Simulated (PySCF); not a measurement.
**C3H4F2S: electronic excitations at several levels of theory**

How much do the electronic excitations of C3H4F2S (`FC1(F)CSC1`) depend on the level of theory, and what does each level cost?

The runs use PySCF 2.14.0, with density-fitted response routines of our own; the level of theory stands in each step. All values are computed, except where a source is named. Atoms count from 0, in the outputs and in this text.

### Step 1. The molecule as given

10 atoms, charge 0, multiplicity 1; geometry from: GFN2-xTB.

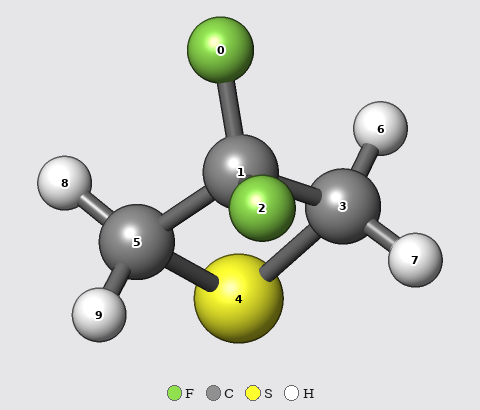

As it starts; fluorine green, carbon grey, sulfur yellow, hydrogen white, atoms numbered.

### Step 2. Relaxing the molecule at PBE0-D3(BJ)/def2-SVP

The job: settings as JSON, then the geometry in Å.

```
{"job": {"xc": "PBE0", "basis": "def2-SVP", "d3": "d3bj", "grid": 1, "kind": "geom"}, "charge": 0, "multiplicity": 1}
F     -0.202943     0.208883     1.805760
C     -0.009376     0.441394     0.482626
F      0.159082     1.784532     0.384073
C     -1.130967    -0.096813    -0.398587
S      0.028575    -1.184433    -1.309086
C      1.143308    -0.360434    -0.110915
H     -1.887836    -0.650689     0.151917
H     -1.588149     0.660482    -1.031106
H      1.596933    -1.053734     0.593676
H      1.900257     0.255466    -0.590886
```

The program printed:

```text
step   0  E = -713.76240405  max force = 0.010078
step   1  E = -713.76305219  max force = 0.008810
step   2  E = -713.76329859  max force = 0.004235
step   3  E = -713.76338608  max force = 0.001402
step   4  E = -713.76339167  max force = 0.000500
step   5  E = -713.76339495  max force = 0.000557
step   6  E = -713.76339746  max force = 0.001385
step   7  E = -713.76340150  max force = 0.002249
step   8  E = -713.76340697  max force = 0.001772
step   9  E = -713.76341176  max force = 0.000468
step  10  E = -713.76341270  max force = 0.000049
optimisation converged
```

It took 49 s on 1 thread, shared host.

Along the way:

```csv
step,energy from step 0 (eV),largest force component (eV/Å)
0,0.0000,0.5182
1,-0.0176,0.4530
2,-0.0243,0.2178
3,-0.0267,0.0721
4,-0.0269,0.0257
5,-0.0270,0.0286
6,-0.0270,0.0712
7,-0.0271,0.1156
8,-0.0273,0.0911
9,-0.0274,0.0241
10,-0.0274,0.0025
```

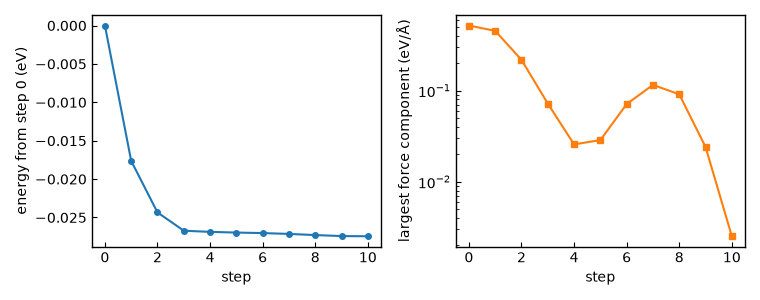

Energy and force, step by step.

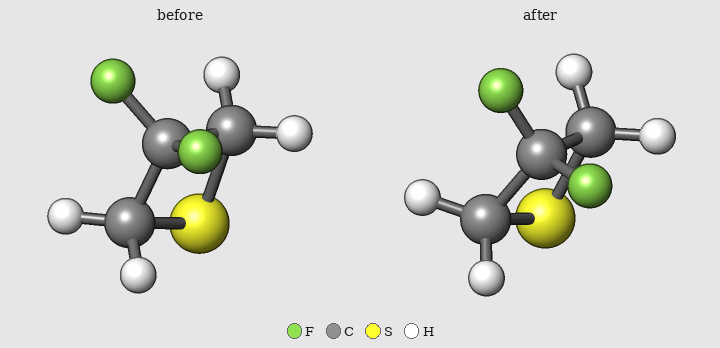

The geometry before (left) and after (right).

Close pairs (by a distance rule), those that changed most:

```csv
bond,before (Å),after (Å),change (Å)
C3–H6,1.088,1.099,+0.011
C5–H8,1.088,1.099,+0.011
C3–H7,1.087,1.098,+0.011
C5–H9,1.088,1.098,+0.011
F0–C1,1.357,1.348,-0.009
C1–F2,1.357,1.349,-0.008
C3–S4,1.832,1.836,+0.004
S4–C5,1.832,1.835,+0.003
```

The end geometry stands in the next job.

```csv
at the end point,value
point group (found at 0.08 Å tolerance),Cs
"rotational constants (GHz, main isotopes)","5.435, 2.182, 2.154"
dipole moment (D),0.53
```

### Step 3. Excited states and response: PBE0/aug-cc-pVDZ

The job: settings as JSON, then the geometry in Å.

```
{"job": {"kind": "uv", "xc": "PBE0", "basis": "aug-cc-pVDZ"}, "charge": 0, "multiplicity": 1}
F     -0.208126     0.830292     1.606540
C     -0.000741     0.576673     0.299155
F      0.216230     1.762659    -0.306343
C     -1.136615    -0.199117    -0.364055
S      0.056955    -1.408919    -1.058088
C      1.135908    -0.409020     0.039469
H     -1.827141    -0.640760     0.367869
H     -1.688725     0.385238    -1.112600
H      1.443866    -0.942661     0.949389
H      2.005151     0.044141    -0.456129
```

With the program's defaults for keys left out, this is: TDDFT PBE0/aug-cc-pVDZ, vertical, gas phase, core orbitals frozen in the response.

The program printed:

```text
coarse grid: 9536 points
cycle   1  E = -714.0884425474  dE =  8.722e-01  |g| = 6.248e-01  |ddm| = 6.514e+00
cycle   2  E = -714.0247264460  dE =  6.372e-02  |g| = 9.051e-01  |ddm| = 2.123e+00
cycle   3  E = -714.1580609210  dE = -1.333e-01  |g| = 6.237e-02  |ddm| = 1.209e+00
cycle   4  E = -714.1587524438  dE = -6.915e-04  |g| = 2.840e-02  |ddm| = 1.675e-01
cycle   5  E = -714.1589443126  dE = -1.919e-04  |g| = 5.448e-03  |ddm| = 5.809e-02
cycle   6  E = -714.1589520785  dE = -7.766e-06  |g| = 1.947e-03  |ddm| = 1.433e-02
final grid: 90072 points
cycle   7  E = -714.1695891898  dE = -1.799e-05  |g| = 1.079e-02  |ddm| = 1.098e-01
cycle   8  E = -714.1695539121  dE =  3.528e-05  |g| = 1.627e-02  |ddm| = 4.853e-02
cycle   9  E = -714.1696179525  dE = -6.404e-05  |g| = 7.642e-04  |ddm| = 2.770e-02
cycle  10  E = -714.1696180681  dE = -1.156e-07  |g| = 2.495e-04  |ddm| = 1.791e-03
cycle  11  E = -714.1696180808  dE = -1.265e-08  |g| = 5.864e-05  |ddm| = 4.829e-04
cycle  12  E = -714.1696180816  dE = -8.617e-10  |g| = 1.760e-05  |ddm| = 1.182e-04
converged SCF energy = -714.1696180816

Static polarisability (au): isotropic 55.982, principal 48.779 57.162 62.006

Singlet excitations
state   eV       nm        f      main configurations
  1   4.8752    254.3   0.00002   H->L 0.94
  2   5.8148    213.2   0.01619   H->L+2 0.98
  3   5.9445    208.6   0.00213   H->L+1 0.98
  4   6.4718    191.6   0.03559   H->L+3 0.96
  5   6.7513    183.6   0.00000   H->L+4 0.92
  6   7.2991    169.9   0.01238   H->L+5 0.99
  7   7.4430    166.6   0.04112   H->L+6 0.77, H->L+7 0.18
  8   7.6146    162.8   0.00129   H->L+8 0.74, H->L+7 0.19
  9   7.7378    160.2   0.00219   H->L+7 0.58, H->L+6 0.20, H->L+8 0.15
 10   7.8073    158.8   0.04687   H-1->L 0.89

Triplet excitations (Tamm-Dancoff, eV): 4.3581 5.2293 5.7998 6.2968
```

It took 21 s on 1 thread, shared host.

Frontier orbitals and where they lie:

```csv
orbital,eV,atoms
HOMO−3,-10.72,"S4 35 %, C5 22 %, C3 22 %"
HOMO−2,-9.71,"C1 23 %, C3 18 %, C5 18 %"
HOMO−1,-9.39,"S4 54 %, C5 13 %, C3 13 %"
HOMO,-6.95,"S4 74 %, C5 10 %, C3 9 %"
LUMO,-0.34,"S4 51 %, C3 13 %, C5 13 %"
LUMO+1,0.00,"H8 22 %, H6 22 %, H9 17 %"
LUMO+2,0.16,"S4 30 %, C3 23 %, C5 23 %"
```

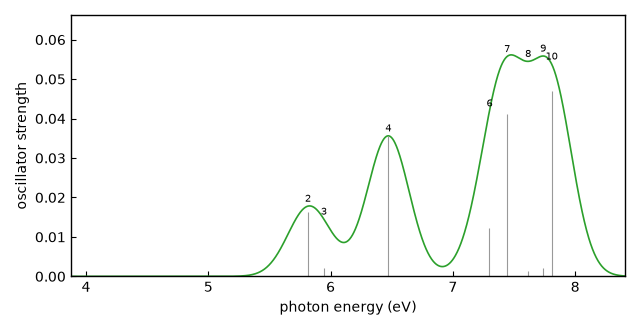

Absorption spectrum from the 10 singlet states computed; above the last one it falls off for lack of states. Lines are broadened to a width of 0.40 eV (Gaussian).

Ground-state properties from the same run:

```csv
property,computed
dipole moment (D),0.63
polarisability (Å³),8.30
HOMO–LUMO gap (eV),6.60
−ε(HOMO) (eV),6.95
```

### Step 4. Excited states and response: PBE0/def2-TZVPD

The job, as its differences from that of step 3:

```diff
@@ -1,2 +1,2 @@
-{"job": {"kind": "uv", "xc": "PBE0", "basis": "aug-cc-pVDZ"}, "charge": 0, "multiplicity": 1}
+{"job": {"kind": "uv", "xc": "PBE0", "basis": "def2-TZVPD"}, "charge": 0, "multiplicity": 1}
 F     -0.208126     0.830292     1.606540
```

Level: TDDFT PBE0/def2-TZVPD, vertical, gas phase, core orbitals frozen in the response.

The program printed:

```text
coarse grid: 9536 points
cycle   1  E = -714.1886831161  dE =  8.448e-01  |g| = 6.864e-01  |ddm| = 3.784e+00
cycle   2  E = -714.1137765824  dE =  7.491e-02  |g| = 1.009e+00  |ddm| = 1.323e+00
cycle   3  E = -714.2648588707  dE = -1.511e-01  |g| = 6.733e-02  |ddm| = 6.550e-01
cycle   4  E = -714.2655275030  dE = -6.686e-04  |g| = 3.752e-02  |ddm| = 1.280e-01
cycle   5  E = -714.2658437453  dE = -3.162e-04  |g| = 6.169e-03  |ddm| = 6.193e-02
cycle   6  E = -714.2658526473  dE = -8.902e-06  |g| = 2.629e-03  |ddm| = 1.713e-02
final grid: 90072 points
cycle   7  E = -714.2694146699  dE = -5.587e-05  |g| = 1.154e-02  |ddm| = 1.816e-01
cycle   8  E = -714.2693811782  dE =  3.349e-05  |g| = 1.629e-02  |ddm| = 4.227e-02
cycle   9  E = -714.2694432323  dE = -6.205e-05  |g| = 1.299e-03  |ddm| = 2.690e-02
cycle  10  E = -714.2694435142  dE = -2.819e-07  |g| = 3.697e-04  |ddm| = 1.940e-03
cycle  11  E = -714.2694435390  dE = -2.481e-08  |g| = 9.201e-05  |ddm| = 3.934e-04
cycle  12  E = -714.2694435407  dE = -1.668e-09  |g| = 2.508e-05  |ddm| = 1.501e-04
cycle  13  E = -714.2694435408  dE = -1.419e-10  |g| = 3.369e-06  |ddm| = 4.092e-05
converged SCF energy = -714.2694435408

Static polarisability (au): isotropic 56.517, principal 49.421 57.679 62.450

Singlet excitations
state   eV       nm        f      main configurations
  1   4.7437    261.4   0.00002   H->L 0.97
  2   5.8558    211.7   0.01246   H->L+1 0.92
  3   6.1964    200.1   0.00759   H->L+2 0.93
  4   6.5900    188.1   0.04368   H->L+3 0.98
  5   7.0809    175.1   0.00006   H->L+4 0.96
  6   7.5416    164.4   0.00846   H->L+5 0.87
  7   7.6800    161.4   0.04792   H-1->L 0.93
  8   7.7451    160.1   0.00749   H->L+6 0.51, H->L+7 0.39
  9   7.8388    158.2   0.03371   H->L+9 0.43, H->L+7 0.28, H->L+6 0.21
 10   7.8821    157.3   0.00178   H->L+8 0.98

Triplet excitations (Tamm-Dancoff, eV): 4.1982 5.1937 5.9979 6.3286
```

Run time: 52 s. Hardware: 1 thread, shared host.

Key values: HOMO -6.96 eV, LUMO -0.41 eV; lowest singlet 4.74 eV.

### Step 5. TDDFT and polarisability: PBE0/6-31+G*

The job, as its differences from that of step 4:

```diff
@@ -1,2 +1,2 @@
-{"job": {"kind": "uv", "xc": "PBE0", "basis": "def2-TZVPD"}, "charge": 0, "multiplicity": 1}
+{"job": {"kind": "uv", "xc": "PBE0", "basis": "6-31+G*"}, "charge": 0, "multiplicity": 1}
 F     -0.208126     0.830292     1.606540
```

Level: TDDFT PBE0/6-31+G*, vertical, gas phase, core orbitals frozen in the response.

The program printed:

```text
coarse grid: 9536 points
cycle   1  E = -714.0770875915  dE =  8.610e-01  |g| = 6.092e-01  |ddm| = 3.641e+00
cycle   2  E = -714.0189665815  dE =  5.812e-02  |g| = 8.757e-01  |ddm| = 1.509e+00
cycle   3  E = -714.1454540692  dE = -1.265e-01  |g| = 5.853e-02  |ddm| = 8.364e-01
cycle   4  E = -714.1460758089  dE = -6.217e-04  |g| = 2.615e-02  |ddm| = 8.852e-02
cycle   5  E = -714.1462358652  dE = -1.601e-04  |g| = 4.641e-03  |ddm| = 4.815e-02
cycle   6  E = -714.1462415159  dE = -5.651e-06  |g| = 1.803e-03  |ddm| = 2.222e-02
final grid: 90072 points
cycle   7  E = -714.1149781504  dE = -1.081e-05  |g| = 1.118e-02  |ddm| = 6.675e-02
cycle   8  E = -714.1149432153  dE =  3.494e-05  |g| = 1.668e-02  |ddm| = 4.850e-02
cycle   9  E = -714.1150088526  dE = -6.564e-05  |g| = 7.169e-04  |ddm| = 3.402e-02
cycle  10  E = -714.1150089618  dE = -1.091e-07  |g| = 2.156e-04  |ddm| = 1.342e-03
cycle  11  E = -714.1150089708  dE = -9.079e-09  |g| = 5.709e-05  |ddm| = 6.298e-04
cycle  12  E = -714.1150089716  dE = -7.958e-10  |g| = 1.455e-05  |ddm| = 2.920e-04
converged SCF energy = -714.1150089716

Static polarisability (au): isotropic 51.409, principal 45.535 52.052 56.640

Singlet excitations
state   eV       nm        f      main configurations
  1   4.8434    256.0   0.00002   H->L 0.97
  2   5.8766    211.0   0.00959   H->L+1 0.89, H->L+2 0.10
  3   6.2861    197.2   0.01216   H->L+2 0.88, H->L+1 0.10
  4   6.9202    179.2   0.03578   H->L+3 0.98
  5   7.2875    170.1   0.00009   H->L+4 0.93
  6   7.7433    160.1   0.06142   H->L+6 0.56, H->L+5 0.33, H->L+7 0.10
  7   7.8522    157.9   0.07825   H-1->L 0.72, H->L+8 0.25
  8   7.8984    157.0   0.00176   H->L+5 0.46, H->L+7 0.18, H->L+10 0.18
  9   7.9477    156.0   0.00331   H->L+8 0.74, H-1->L 0.24
 10   7.9777    155.4   0.00278   H->L+7 0.63, H->L+6 0.18, H->L+10 0.14

Triplet excitations (Tamm-Dancoff, eV): 4.3051 5.2533 6.1202 6.4964
```

Run time: 14 s. Hardware: 1 thread, shared host.

This run: HOMO -6.96 eV, LUMO -0.36 eV; lowest singlet 4.84 eV.

### Step 6. Side by side: electronic excitations

Excitations and ground-state properties, with basis size and wall time:

```csv
run,lowest singlet (eV),brightest (eV),f,gap (eV),α (Å³),μ (D),functions,time
PBE0/aug-cc-pVDZ,4.88,7.81,0.047,6.60,8.30,0.63,178,21 s
PBE0/def2-TZVPD,4.74,7.68,0.048,6.54,8.37,0.65,273,52 s
PBE0/6-31+G*,4.84,7.85,0.078,6.60,7.62,0.67,120,14 s
```

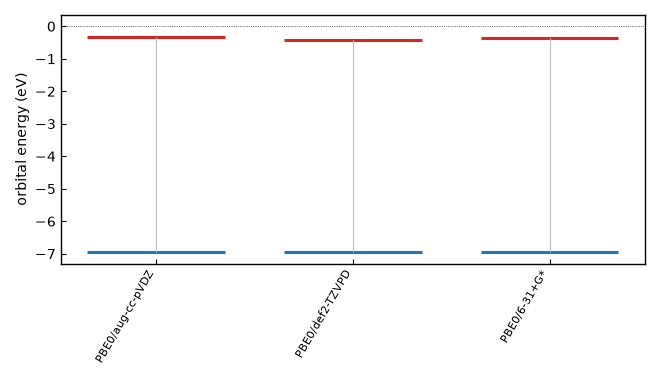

HOMO (blue) and LUMO (red) run by run.

### Step 7. Outcome

| quantity | value |
| --- | --- |
| point group | Cs |
| rotational constants (main isotopes) | 5.43, 2.18, 2.15 GHz |
| lowest singlet (PBE0/aug-cc-pVDZ) | 4.88 eV (254 nm), f = 0.000 |
| brightest single state of those computed | state 10, 7.81 eV, f = 0.047 |
| lowest triplet | 4.36 eV |
| range of the lowest singlet | 4.74 to 4.88 eV |

What this shows: Single values in the summary come from the first run of each kind that ended normally (PBE0/aug-cc-pVDZ), which need not be the best level. The optimisation took 10 steps and gained 0.027 eV; among the close pairs (by a distance rule), C3–H6 changed most, from 1.088 to 1.099 Å. No frequency check was run at this level, so the end point may be a saddle. The lowest singlet, at 4.88 eV, is HOMO→LUMO 0.94 and is dark; of the 10 states computed, the strongest absorption comes from state 10 at 7.81 eV (the last computed, so partners may be missing). The lowest triplet lies 0.52 eV below the lowest singlet (triplets in Tamm-Dancoff, singlets in full TDDFT). States above −ε(HOMO) lie where TDDFT describes them poorly and they hang on the basis; the brightest is among them. The lowest singlet runs from 4.74 eV (PBE0/def2-TZVPD) to 4.88 eV (PBE0/aug-cc-pVDZ), while the orbital gap spans 6.54 to 6.60 eV. The lowest state need not be the same one in every run.
